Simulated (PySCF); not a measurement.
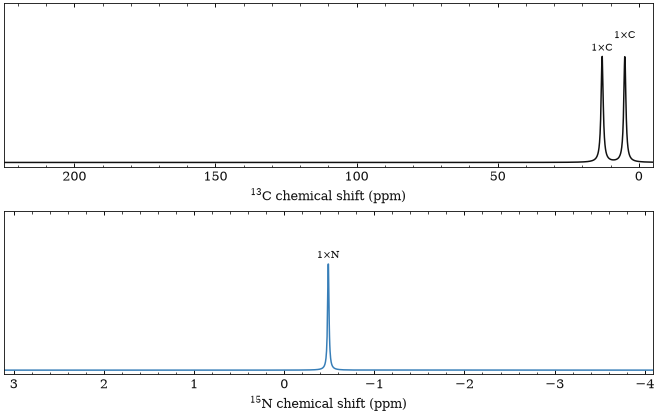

GIAO shifts, KT2/pcSseg-2 in PySCF, at a PBE0-D3(BJ)/def2-SVP geometry (no frequency check), against TMS for ¹³C and NH₃ for ¹⁵N computed at the same level (¹⁵N: a single molecule, while the usual scales start at liquid NH₃ or nitromethane; multiply bonded nitrogen can come out tens of ppm too deshielded). Gas phase, fully decoupled, line heights follow the number of nuclei, widths are arbitrary (no quadrupolar broadening); values of one conformer, averaged over nuclei that symmetry, rotation about single bonds or inversion at nitrogen exchange, these motions taken as fast; other conformers aren't averaged in.

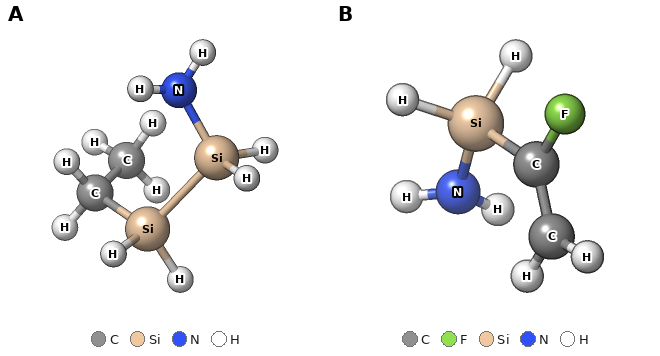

### Which structure fits the spectrum? Choose among the lettered structures.

Structure A, C₂H₁₁NSi₂, SMILES CC[SiH2][SiH2]N. Its ¹³C signals: 13.0 (1 C), 4.9 (1 C) ppm. Its ¹⁵N signals: −0.5 (1 N) ppm.
